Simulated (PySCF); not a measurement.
## Electronic structure of C$_{4}$H$_{5}$AlF$_{3}$NO (SMILES O=C(CC#[N+][AlH3-])C(F)(F)F) in real space

```yaml
atoms:
  - { symbol: O, position_ang: [-1.2601, -0.8204, -1.6076] }
  - { symbol: C, position_ang: [-1.5076, -0.2423, -0.6017] }
  - { symbol: C, position_ang: [-0.5492, 0.5381, 0.2834] }
  - { symbol: C, position_ang: [0.7976, 0.5256, -0.2064] }
  - { symbol: N, position_ang: [1.8729, 0.5271, -0.6002] }
  - { symbol: Al, position_ang: [3.6927, -0.3026, -0.4161] }
  - { symbol: C, position_ang: [-2.9560, -0.1936, -0.0116] }
  - { symbol: F, position_ang: [-3.8241, -0.8666, -0.7462] }
  - { symbol: F, position_ang: [-2.9739, -0.6955, 1.2317] }
  - { symbol: F, position_ang: [-3.3764, 1.0783, 0.0790] }
  - { symbol: H, position_ang: [-0.5643, 0.1025, 1.2913] }
  - { symbol: H, position_ang: [-0.9050, 1.5733, 0.3634] }
  - { symbol: H, position_ang: [3.6392, -0.2054, 1.1583] }
  - { symbol: H, position_ang: [3.2575, -1.6613, -1.0663] }
  - { symbol: H, position_ang: [4.6524, 0.6509, -1.1841] }
```

Geometry: GFN2-xTB.

Method: PBE0/pcSseg-1, SCF density, gas phase, non-relativistic in PySCF 2.14.0.

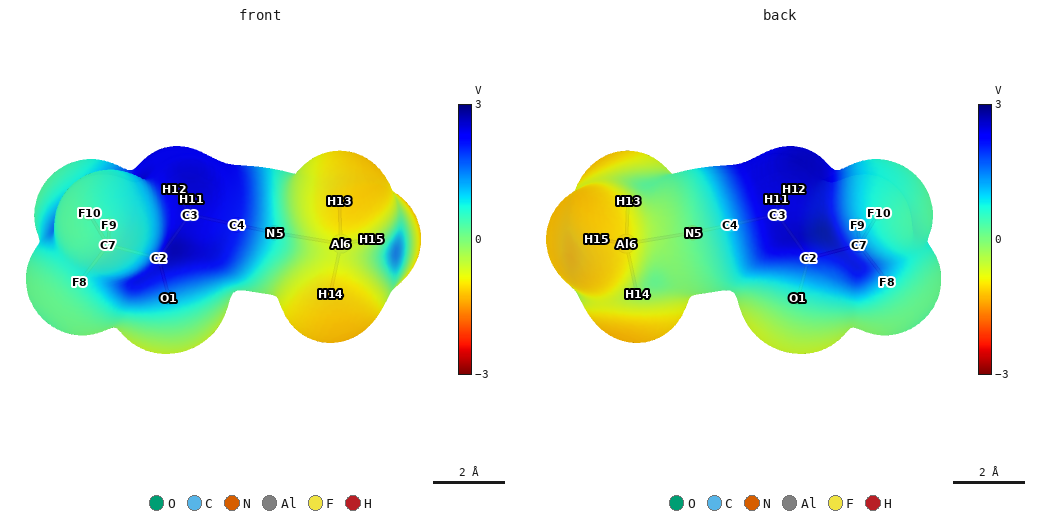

Figure 1. The molecular electrostatic potential painted on the density surface at 0.002 e/bohr³, seen from the front and from behind; the colour scale runs from red (negative) to blue (positive).

Q: Describe the electrostatic potential map.

A: The most negative region (about −1.3 V, or −30 kcal/mol for a unit charge) lies over H14 and H15, the most positive (about +2.7 V, or +62 kcal/mol for a unit charge) over C2, C3 and H12.

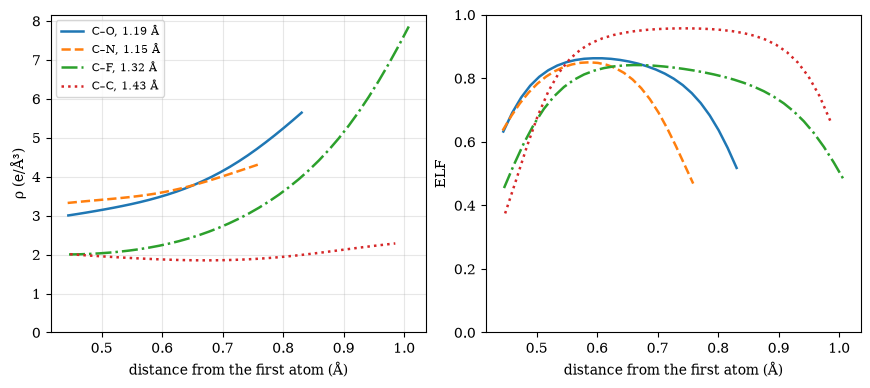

Figure 2. Electron density and electron localisation function along straight lines between neighbouring atoms. The curves leave out the atomic cores.

Q: What kind of bonding do the profiles show?

A: C–O (1.19 Å): ρ at the midpoint is about 3.5 e/Å³; the ELF peaks at about 0.85 between the atoms (a multiple bond).
C–N (1.15 Å): ρ is about 3.5 e/Å³ halfway; the ELF peaks at about 0.85 between the atoms; a short, multiple covalent bond.
C–F (1.32 Å): the density is about 2.5 e/Å³ at the midpoint; the ELF peaks at about 0.85 between the atoms, as expected for a polar covalent bond.
C–C (1.43 Å): ρ is about 1.9 e/Å³ halfway; the ELF peaks at about 0.95 between the atoms, as expected for a covalent bond.
